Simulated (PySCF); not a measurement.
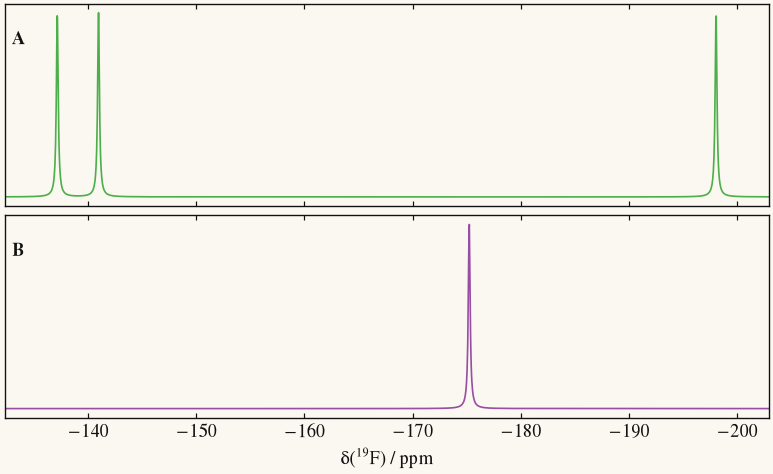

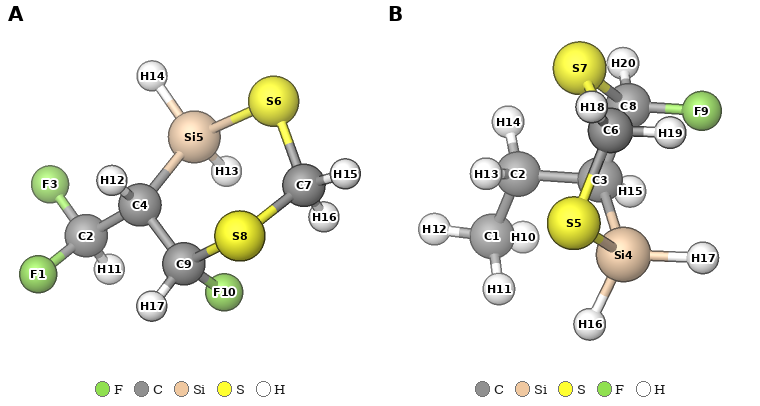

Related molecules: A is C₄H₇F₃S₂Si, SMILES FC(F)[C@@H]1[SiH2]SCS[C@@H]1F; B is C₅H₁₁FS₂Si, SMILES CC[C@@H]1[SiH2]SCS[C@H]1F. GIAO ¹⁹F shifts against CFCl₃ (¹⁹F: this reference is a hard case for the method, so all values can be off together by tens of ppm, and differences between signals are safer), PBE0/pcSseg-1 in PySCF, at a GFN2-xTB geometry (no frequency check); fully decoupled, line heights follow the number of nuclei within a panel, widths are arbitrary (no quadrupolar broadening); values of one conformer, averaged over methyl-type rotors and exact or near symmetry; other conformers aren't averaged in.

Assign the ¹⁹F signals of each molecule.

A: −137.2 (F1); −141.0 (F3); −198.0 (F10)
B: −175.2 (F9)

Limits of at least one run: the tight-binding geometry is rougher than a DFT one and adds to the error.
